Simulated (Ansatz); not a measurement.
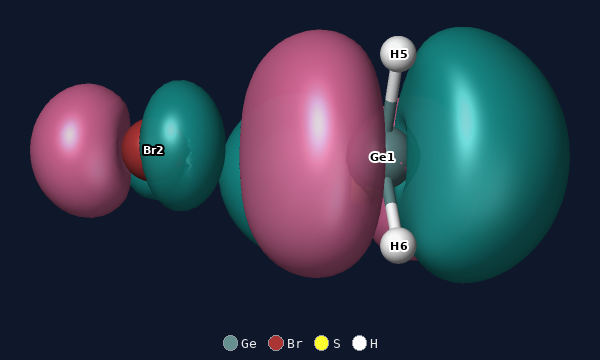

*GeH2S···HBr. The LUMO at ±0.08 Å⁻³ᐟ² (teal and pink are the two phases), seen from one side.*

The product side of a reaction path; geometry: PBE0-D4/def2-TZVP.

Level of theory: RKS PBE0-D4/def2-TZVPP (Ansatz).

```xyz
6

Ge   -0.0656    0.6809    0.7076
Br   -0.7345   -1.4456   -1.4905
S     1.9617    0.5915    0.5874
H     0.6904   -1.3906   -1.4525
H    -0.9379    1.6946   -0.0553
H    -0.9141   -0.1308    1.7034
```

Where does this orbital lie, and at what energy?

Answer. It lies mainly on Ge1 (about 55 %), S3 (about 25 %) and Br2 (about 10 %). Its energy is −2.27 eV.
